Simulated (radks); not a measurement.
Theory: Dirac Kohn-Sham, PBE, spin-unpolarised, spherical densities, finite nucleus (computed with the in-house radial solver radks). The occupation of the 5p shell is varied from Sb²⁺ ([Kr] 4d10 5s2 5p1 (5p1/2: 1)) to Sb⁺ ([Kr] 4d10 5s2 5p2 (5p1/2: 2)), with spherical fractional occupations. Wanted, and plotted below: the total energy less the straight line between the end points, and the eigenvalue of 5p1/2 (the dashed line is minus the energy to take the whole electron out).

The curve is convex (below the straight line), with the largest deviation among the points computed, −1.03 eV, at 0.5. The end points differ by 16.4 eV, the energy to take the electron out. The eigenvalue, which is the slope of the energy (Janak's theorem), moves from −20.6 eV at 0 to −12.3 eV at 1; for a straight line it would stay constant, and a parabola would sag by an eighth of this change, scaled to a whole electron, 1.03 eV. Convexity is the mark of the delocalisation error, which puts fractional charges too low; for p, d and f shells the spherical spreading of the fraction adds to it.

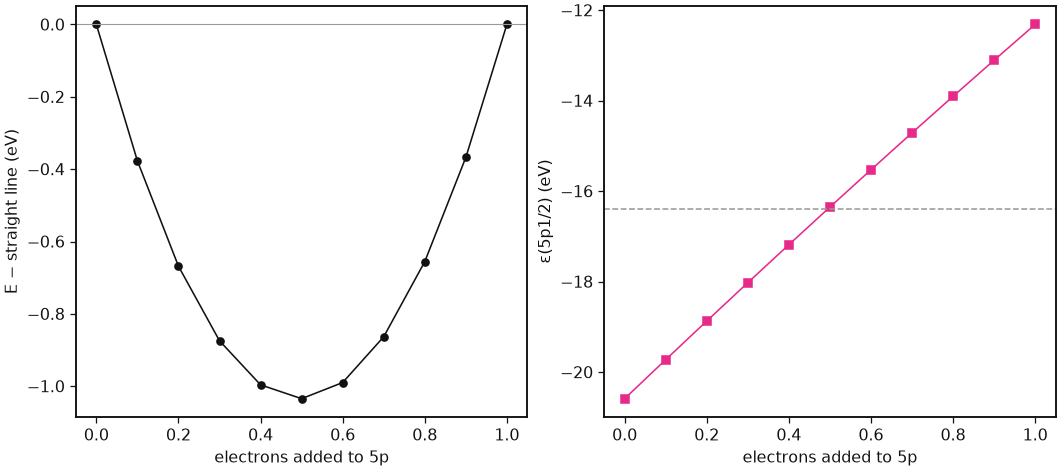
